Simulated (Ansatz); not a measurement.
# BGaH₄N (charge +1): what the fields show

Input file:

```
crystal:
  periodic: [false, false, false]
  atoms:
    - {symbol: B, position_ang: [0.758221, -0.394622, 0.286923]}
    - {symbol: Ga, position_ang: [-0.840940, -1.675385, 0.732726]}
    - {symbol: N, position_ang: [0.810187, 0.367101, -0.848123]}
    - {symbol: H, position_ang: [1.617115, -0.402364, 1.129636]}
    - {symbol: H, position_ang: [-1.957647, -2.656774, 1.178960]}
    - {symbol: H, position_ang: [1.608721, 0.975334, -1.022547]}
    - {symbol: H, position_ang: [0.119187, 0.413815, -1.589090]}
basis:
  gaussian:
    orbitals: def2-TZVPD
total_charge: 1
hamiltonian:
  xc: pbe0
output: {forces: true, orbitals: {seedname: orbitals}}
```

Run with:

```sh
ansatz run input.yaml --threads 1 --pin off --max-ram 2610MiB --events-out events.jsonl --progress --plain --runs-dir runs
```

Geometry: PBE0-D3(BJ)/def2-SVP.

Method: Ansatz 0.2.0, isolated molecule in a Gaussian basis; Kohn-Sham density functional theory, functional PBE0.

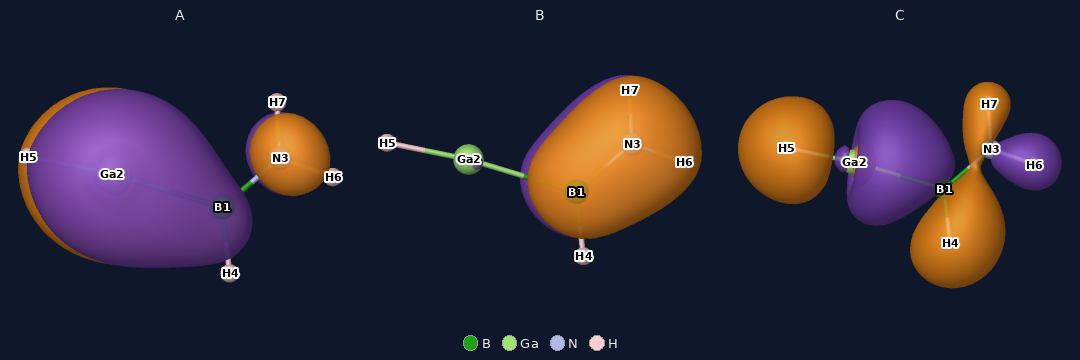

Figure 1. Three frontier orbitals at ±0.08 Å⁻³ᐟ² (orange and purple are the two phases), in no order.

Question: Order the three orbitals by energy and name them.

Answer: B is the HOMO−1 (−14.14 eV). By Hirshfeld shares it lies mainly on N3 (about 65 %) and B1 (about 20 %); it changes sign across the molecular plane (π type); π-bonding across B1–N3. C is the HOMO (−13.56 eV). It lies mainly on Ga2 (about 30 %), B1 (about 30 %), H5 (about 15 %) and H4 (about 15 %); it is symmetric in the molecular plane (an in-plane orbital: σ, lone-pair or in-plane π type). A is the LUMO (−7.75 eV). By Hirshfeld shares it lies mainly on Ga2 (about 70 %), B1 (about 15 %) and N3 (about 5 %); it changes sign across the molecular plane (π type); π-antibonding (a node) across B1–N3.

Question: What is the HOMO–LUMO gap?

Answer: 5.81 eV between the orbital energies.

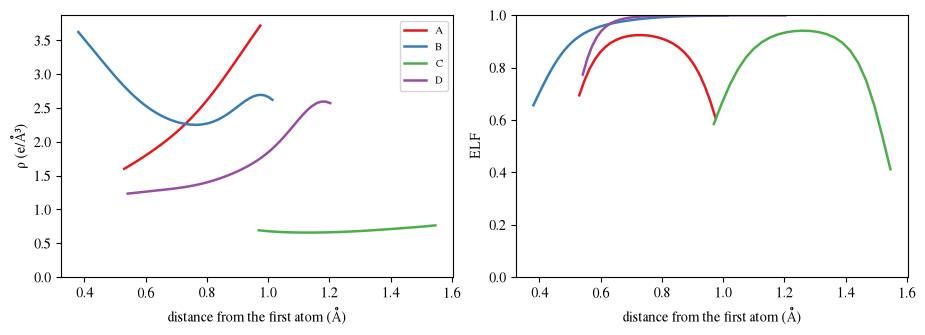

Figure 2. Total electron density and ELF along straight lines between neighbouring atoms. The curves leave out the atomic cores.

Question: Which curve belongs to which contact (B–H, B–N, Ga–B and N–H)? The first atom named is at distance zero.

Answer: Curve A: B–N (1.37 Å): ρ is about 2.1 e/Å³ halfway; the ELF peaks at about 0.90 between the atoms (a short, strongly polar bond). Curve B: N–H (1.01 Å): the density is about 2.9 e/Å³ at the midpoint; the ELF climbs to about 1 towards the hydrogen, as it does in any bond to H: an ordinary covalent bond to hydrogen. Curve C: Ga–B (2.10 Å): ρ is about 0.67 e/Å³ halfway; the ELF peaks at about 0.95 between the atoms, as expected for a shared electron pair. Curve D: B–H (1.20 Å): ρ is about 1.3 e/Å³ halfway; the ELF climbs to about 1 towards the hydrogen; a covalent bond by its length.

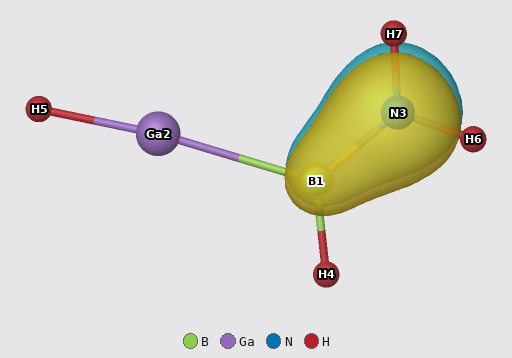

Figure 3. The HOMO−1 at ±0.2 Å⁻³ᐟ² (yellow and cyan are the two phases), seen across its widest extent.

Question: What is the character of this orbital?

Answer: It lies mainly on N3 (about 65 %) and B1 (about 20 %); it changes sign across the molecular plane (π type); π-bonding across B1–N3. Its energy is −14.14 eV.
